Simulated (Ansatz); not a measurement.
All values below come from PBE (plane waves to 420 eV, PAW; Ansatz, a quantum-chemistry and plane-wave program).

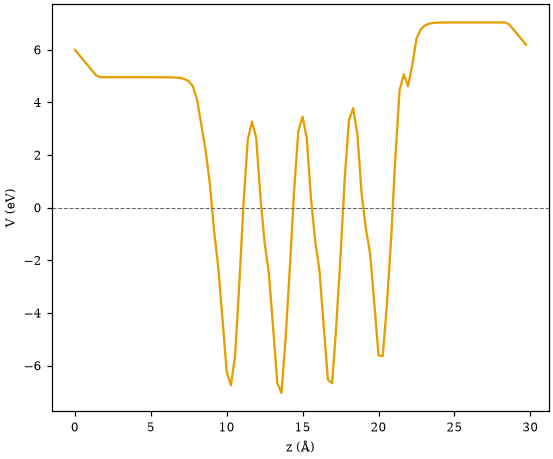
Planar average of the electrostatic potential across the slab, in eV from the Fermi level, for the (111)A surface of zinc-blende ZnSe, Zn-terminated, H on every top atom (bottom of the slab: 2 H on 4 bottom sites)

Model: 38-atom slab, 13.9 Å thick at the start with caps and adatoms (thin: gaps and levels are the slab's own), 3x3x1 mesh, Fermi-Dirac 0.025 eV, dipole correction, 8 atoms held, the rest relaxed; start symmetry kept, larger cells not searched; no spin (no spin-polarised run to compare, though such a face may carry moments), no spin-orbit, no U. The slab shows no gap over 0.04 eV on its mesh. It is one candidate, not shown to be the stable structure of the face.

Task: The surface cell has an area of 56.96 Å². What dipole along the normal does the step between the two vacuum levels imply?

Result: the top vacuum level lies 2.08 eV above the bottom one; p = −ε₀ A ΔV (ε₀ = 0.005526 e/(V·Å)) gives -0.66 e·Å a cell.
